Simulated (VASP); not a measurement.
Band structure of VAl (relaxed from the NiAs type structure, space group P6_3/mmc). Computed with PBEsol GGA, VASP's PBE PAW potentials (set 64) (plane waves; VASP).

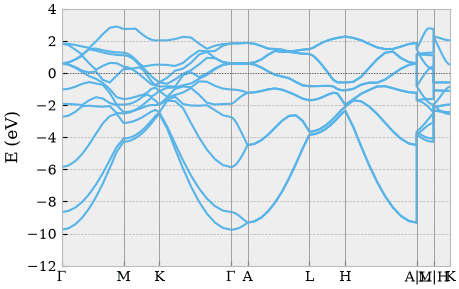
Fig. 1. Bands along high-symmetry lines, zero at the valence-band maximum or, without a gap, the Fermi level

Q: Read the plot: is there a gap, and where are the band edges?

A: It has no gap at this level: it comes out as a metal or semimetal. (Edges off the drawn lines would not show.)

The structure was generated: VAl was put into the NiAs type type (P6_3/mmc), which need not be its known phase. It was relaxed first, which changed the volume by -44 %. The run is not spin-polarised, so no magnetic state was tried.
